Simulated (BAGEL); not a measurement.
# CHAlClNO (SMILES O=C=[N][AlH][Cl]): levels of theory compared

Wanted: a comparison of 4 runs (B3LYP/6-31G*, B3LYP/cc-pVDZ, PBE0/cc-pVDZ, RI-MP2/cc-pVDZ) of CHAlClNO. 

Program for the calculation: BAGEL 1.2.2.

3 further runs of the same task are left out: 2 that didn't finish, 1 set aside as unsound or not needed.

## Step 1: The molecule

CHAlClNO: 6 atoms, total charge 0, spin state singlet. As SMILES, `O=C=[N][AlH][Cl]`. The coordinates come from a PBE0-D4/def2-TZVP relaxation. This is one conformer, not always the lowest.

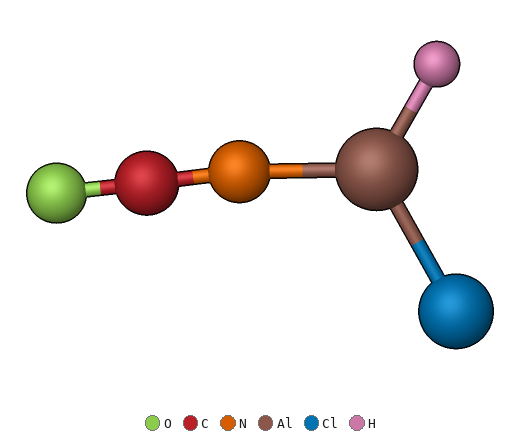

Viewed from a chosen angle; oxygen green, carbon red, nitrogen orange, aluminium brown, chlorine blue, hydrogen pink.

## Step 2: The energy at B3LYP/6-31G(d) (density fitting with qzvpp-jkfit, spherical functions) (run 1)

input.json

```json
{ "bagel" : [

{
  "title" : "molecule",
  "basis" : "6-31gs.json",
  "df_basis" : "qzvpp-jkfit",
  "angstrom" : true,
  "geometry" : [
    { "atom" : "O", "xyz" : [      -0.593600,      -1.778800,      -2.271400 ] },
    { "atom" : "C", "xyz" : [      -0.424200,      -1.086600,      -1.351600 ] },
    { "atom" : "N", "xyz" : [      -0.264000,      -0.376900,      -0.401600 ] },
    { "atom" : "Al", "xyz" : [       0.146900,       0.686500,       0.934400 ] },
    { "atom" : "Cl", "xyz" : [       2.090200,       1.431800,       1.025300 ] },
    { "atom" : "H", "xyz" : [      -0.913300,       1.060100,       2.018700 ] }
  ]
},

{
  "title" : "ks",
  "xc_func" : "b3lyp"
},

{
  "title" : "print",
  "file" : "orbitals.molden",
  "orbitals" : true
}

]}
```

The basis set 6-31G* is read from a file made from the Basis Set Exchange's data (not shown).

On the command line:

```bash
BAGEL_NUM_THREADS=1 BAGEL input.json > input.out
```

What it wrote:

```text
* using 1 threads per process

  ===============================================================
  ===============================================================

  *** Geometry ***

  { "atom" : "O", "xyz" : [     -1.121741,     -3.361445,     -4.292324 ] },
  { "atom" : "C", "xyz" : [     -0.801622,     -2.053376,     -2.554154 ] },
  { "atom" : "N", "xyz" : [     -0.498888,     -0.712238,     -0.758914 ] },
  { "atom" : "Al", "xyz" : [      0.277601,      1.297297,      1.765760 ] },
  { "atom" : "Cl", "xyz" : [      3.949906,      2.705710,      1.937536 ] },
  { "atom" : "H", "xyz" : [     -1.725887,      2.003299,      3.814790 ] },

  Number of auxiliary basis functions:      503

  Since a DF basis is specified, we compute 2- and 3-index integrals:
    o Being stored without compression. Storage requirement is 0.026 GB

  Number of basis functions:       80
  Number of electrons      :       52

    * METHOD: MOLECULE                             0.23

  *** Kohn-Sham DFT ***

    * Removing 9733 points whose weight is below 1.00e-10
    * Grid points: 79703

  === Nuclear Repulsion ===
   219.2592307024

       - DIIS with orbital gradients will be used.

  === KS iteration (b3lyp / 6-31gs.json) ===
      0       -826.98753370          0.12140732           0.28
      1       -782.73143056          0.19288617           0.27
      2       -782.13967177          0.14199995           0.28
      3       -829.85009674          0.13851695           0.27
      4       -851.76172422          0.11762237           0.27
      5       -869.72293117          0.05835144           0.27
      6       -871.19448481          0.01978175           0.30
      7       -871.32809942          0.01343529           0.26
      8       -871.40604513          0.00628560           0.25
      9       -871.40409557          0.00703367           0.25
     10       -871.42569225          0.00098323           0.26
     11       -871.42616855          0.00019721           0.26
     12       -871.42620808          0.00007544           0.26
     13       -871.42621289          0.00001123           0.26
     14       -871.42621295          0.00000196           0.26
     15       -871.42621294          0.00000277           0.26
     16       -871.42621295          0.00000026           0.26
     17       -871.42621295          0.00000023           0.26
     18       -871.42621295          0.00000005           0.26
     19       -871.42621295          0.00000002           0.27
     20       -871.42621295          0.00000000           0.26
    * SCF iteration converged.

    * Permanent dipole moment:
           (    0.347038,    -0.187683,    -0.450256) a.u.

    * METHOD: KS                                   5.90

    * METHOD: PRINT                                0.01

  ===============================================================
```

Wall time 6.6 s (1 thread of Arm Neoverse V2, shared host); peak memory 0.34 GiB.

## Step 3: A single-point energy at B3LYP/cc-pVDZ (density fitting with qzvpp-jkfit) (run 2)

dft.json

```json
{ "bagel" : [

{
  "title" : "molecule",
  "basis" : "cc-pvdz.json",
  "df_basis" : "qzvpp-jkfit",
  "angstrom" : true,
  "geometry" : [
    { "atom" : "O", "xyz" : [   -0.593600,   -1.778800,   -2.271400 ] },
    { "atom" : "C", "xyz" : [   -0.424200,   -1.086600,   -1.351600 ] },
    { "atom" : "N", "xyz" : [   -0.264000,   -0.376900,   -0.401600 ] },
    { "atom" : "Al", "xyz" : [    0.146900,    0.686500,    0.934400 ] },
    { "atom" : "Cl", "xyz" : [    2.090200,    1.431800,    1.025300 ] },
    { "atom" : "H", "xyz" : [   -0.913300,    1.060100,    2.018700 ] }
  ]
},
{ "title" : "ks", "xc_func" : "b3lyp" },
{ "title" : "print", "file" : "orbitals.molden", "orbitals" : true }

]}
```

The basis set cc-pVDZ is read from a file made from the Basis Set Exchange's data (not shown).

On the command line:

```bash
BAGEL_NUM_THREADS=1 BAGEL dft.json > dft.out
```

What it wrote:

```text
* using 1 threads per process

  ===============================================================
  ===============================================================

  *** Geometry ***

  { "atom" : "O", "xyz" : [     -1.121741,     -3.361445,     -4.292324 ] },
  { "atom" : "C", "xyz" : [     -0.801622,     -2.053376,     -2.554154 ] },
  { "atom" : "N", "xyz" : [     -0.498888,     -0.712238,     -0.758914 ] },
  { "atom" : "Al", "xyz" : [      0.277601,      1.297297,      1.765760 ] },
  { "atom" : "Cl", "xyz" : [      3.949906,      2.705710,      1.937536 ] },
  { "atom" : "H", "xyz" : [     -1.725887,      2.003299,      3.814790 ] },

  Number of auxiliary basis functions:      503

  Since a DF basis is specified, we compute 2- and 3-index integrals:
    o Being stored without compression. Storage requirement is 0.028 GB

  Number of basis functions:       83
  Number of electrons      :       52

    * METHOD: MOLECULE                             0.22

  *** Kohn-Sham DFT ***

    * Removing 9733 points whose weight is below 1.00e-10
    * Grid points: 79703

  === Nuclear Repulsion ===
   219.2592307024

       - DIIS with orbital gradients will be used.

  === KS iteration (b3lyp / cc-pvdz.json) ===
      0       -846.12487260          0.09531030           0.28
      1       -813.25570533          0.17272551           0.30
      2       -808.11444922          0.11550121           0.30
      3       -835.53019130          0.13450919           0.27
      4       -864.63827153          0.08124360           0.27
      5       -870.66444505          0.02638253           0.27
      6       -871.23847548          0.01975824           0.31
      7       -871.31438286          0.01435502           0.27
      8       -871.45821828          0.00496026           0.28
      9       -871.46758823          0.00369982           0.28
     10       -871.47700728          0.00050299           0.27
     11       -871.47714285          0.00011166           0.29
     12       -871.47715027          0.00003005           0.29
     13       -871.47715100          0.00001269           0.28
     14       -871.47715112          0.00000333           0.27
     15       -871.47715112          0.00000064           0.28
     16       -871.47715112          0.00000022           0.28
     17       -871.47715112          0.00000009           0.29
     18       -871.47715112          0.00000005           0.31
     19       -871.47715112          0.00000001           0.28
     20       -871.47715112          0.00000001           0.28
    * SCF iteration converged.

    * Permanent dipole moment:
           (    0.274437,    -0.210775,    -0.446747) a.u.

    * METHOD: KS                                   6.31

    * METHOD: PRINT                                0.01

  ===============================================================
```

Wall time 6.9 s (1 thread of Arm Neoverse V2, shared host); peak memory 0.34 GiB.

Run 3 isn't shown in full; the table further down has it.

## Step 4: A single-point energy at RI-MP2/cc-pVDZ (density fitting with qzvpp-jkfit) (run 4)

mp2.json

```json
{ "bagel" : [

{
  "title" : "molecule",
  "basis" : "cc-pvdz.json",
  "df_basis" : "qzvpp-jkfit",
  "angstrom" : "true",
  "geometry" : [
    { "atom" : "O", "xyz" : [   -0.593600,   -1.778800,   -2.271400 ] },
    { "atom" : "C", "xyz" : [   -0.424200,   -1.086600,   -1.351600 ] },
    { "atom" : "N", "xyz" : [   -0.264000,   -0.376900,   -0.401600 ] },
    { "atom" : "Al", "xyz" : [    0.146900,    0.686500,    0.934400 ] },
    { "atom" : "Cl", "xyz" : [    2.090200,    1.431800,    1.025300 ] },
    { "atom" : "H", "xyz" : [   -0.913300,    1.060100,    2.018700 ] }
  ]
},
{
  "title" : "hf"
},
{
  "title" : "mp2",
  "ncore" : 13
}

]}
```

The basis set cc-pVDZ is read from a file made from the Basis Set Exchange's data (not shown).

On the command line:

```bash
BAGEL_NUM_THREADS=1 BAGEL mp2.json > mp2.out
```

What it wrote:

```text
* using 1 threads per process

  ===============================================================
  ===============================================================

  *** Geometry ***

  { "atom" : "O", "xyz" : [     -1.121741,     -3.361445,     -4.292324 ] },
  { "atom" : "C", "xyz" : [     -0.801622,     -2.053376,     -2.554154 ] },
  { "atom" : "N", "xyz" : [     -0.498888,     -0.712238,     -0.758914 ] },
  { "atom" : "Al", "xyz" : [      0.277601,      1.297297,      1.765760 ] },
  { "atom" : "Cl", "xyz" : [      3.949906,      2.705710,      1.937536 ] },
  { "atom" : "H", "xyz" : [     -1.725887,      2.003299,      3.814790 ] },

  Number of auxiliary basis functions:      503

  Since a DF basis is specified, we compute 2- and 3-index integrals:
    o Being stored without compression. Storage requirement is 0.028 GB

  Number of basis functions:       83
  Number of electrons      :       52

    * METHOD: MOLECULE                             0.23

  *** RHF ***

  === Nuclear Repulsion ===
   219.2592307024

      * DIIS with orbital gradients will be used.

  === RHF iteration (cc-pvdz.json) ===
      0       -869.12280283          0.01537495           0.07
      1       -869.26781662          0.01047034           0.07
      2       -869.33114163          0.00133254           0.07
      3       -869.33242567          0.00057737           0.07
      4       -869.33265330          0.00014859           0.07
      5       -869.33266939          0.00004792           0.07
      6       -869.33267170          0.00001465           0.07
      7       -869.33267212          0.00000555           0.08
      8       -869.33267217          0.00000311           0.07
      9       -869.33267219          0.00000129           0.07
     10       -869.33267219          0.00000053           0.07
     11       -869.33267219          0.00000023           0.07
     12       -869.33267219          0.00000010           0.07
     13       -869.33267219          0.00000003           0.07
     14       -869.33267219          0.00000001           0.07
     15       -869.33267219          0.00000001           0.07
    * SCF iteration converged.

    * Permanent dipole moment:
           (    0.326966,    -0.271421,    -0.561768) a.u.

    * METHOD: HF                                   1.31

  *** RHF ***

  === Nuclear Repulsion ===
   219.2592307024

      * DIIS with orbital gradients will be used.

  === RHF iteration (cc-pvdz.json) ===
      0       -869.33267219          0.00000000           0.07
    * SCF iteration converged.

    * Permanent dipole moment:
           (    0.326966,    -0.271421,    -0.561768) a.u.

  === DF-MP2 calculation ===

    * freezing 13 orbitals
    * 3-index integral transformation done
    * assembly done

      MP2 correlation energy:   -0.6439505953      0.03

      MP2 total energy:       -869.9766227844

    * METHOD: MP2                                  0.18

  ===============================================================
```

Wall time 2 s (1 thread of Arm Neoverse V2, shared host); peak memory 0.12 GiB.

## Step 5: All runs side by side

```csv
run,level,frozen core orbitals,energy (Eh),dipole moment (D),HOMO energy (eV),LUMO energy (eV),wall time
1,"B3LYP/6-31G* (density fitting with qzvpp-jkfit, spherical functions)",–,-871.426213,1.52,-8.44,-1.69,6.6 s
2,B3LYP/cc-pVDZ (density fitting with qzvpp-jkfit),–,-871.477151,1.44,-8.38,-1.68,6.9 s
3,PBE0/cc-pVDZ (density fitting with qzvpp-jkfit),–,-870.992865,1.48,-8.70,-1.51,8.4 s
4,RI-MP2/cc-pVDZ (density fitting with qzvpp-jkfit),13,-869.976623,–,–,–,2 s
```

## Step 6: Results

| quantity | value |
| --- | --- |
| run 4: total energy | -869.97662 Eh |
| run 4: correlation energy (13 core orbitals frozen) | -644.0 mEh |

Over runs 1, 2, 3 the dipole moment (its size) runs from 1.44 D (B3LYP/cc-pVDZ) to 1.52 D (B3LYP/6-31G*). Over runs 1, 2, 3 the HOMO–LUMO gap runs from 6.70 eV (B3LYP/cc-pVDZ) to 7.18 eV (PBE0/cc-pVDZ). Totals of different functionals can't be ranked against each other. All runs together took 24 s, the longest 8.4 s.
